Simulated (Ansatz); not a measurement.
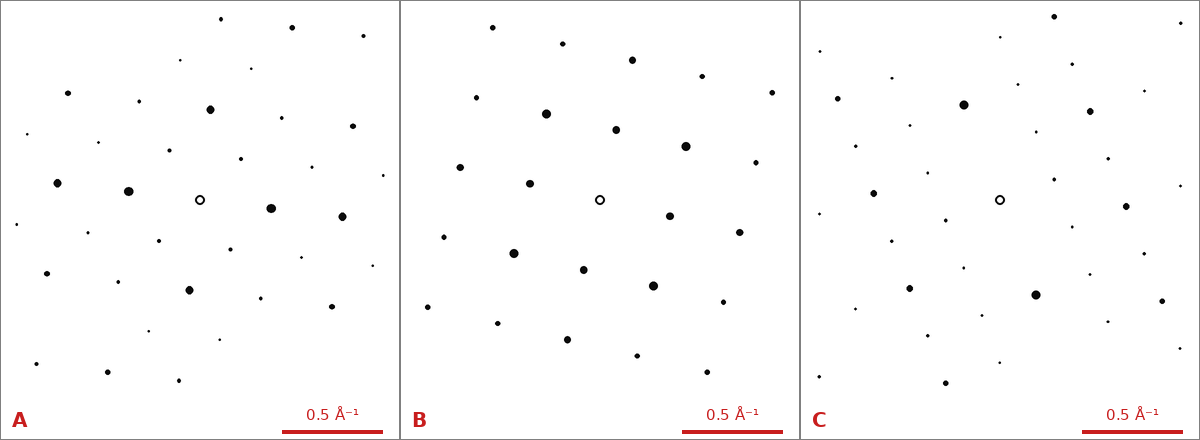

Simulated selected-area electron diffraction patterns (200 kV, kinematic approximation, thin crystal, B = 0.5 Å² for all atoms).

All three come from SrBeAsO, space group P4/nmm (No. 129), a = 3.94 Å, c = 7.16 Å. Structure: the end point of a relaxation (final pressure about 20 GPa) with Ansatz 0.2.0, DFT, PAW plane waves, pbe; the starting structure was generated, so it need not be a known form of this composition.

**Assign the zone axes [001], [101], [111] to A, B and C.**

A is [111]: centred rectangular net of -1 0 1 at d = 3.45 Å and 0 -1 1 at d = 3.45 Å, at 76.5°. B is [001]: square net of 1 -1 0 at d = 2.79 Å and 1 1 0 at d = 2.79 Å, at 90.0°. C is [101]: rectangular net of 0 1 0 (itself extinct) at d = 3.94 Å and 1 0 -1 (weak) at d = 3.45 Å, at 90.0°.
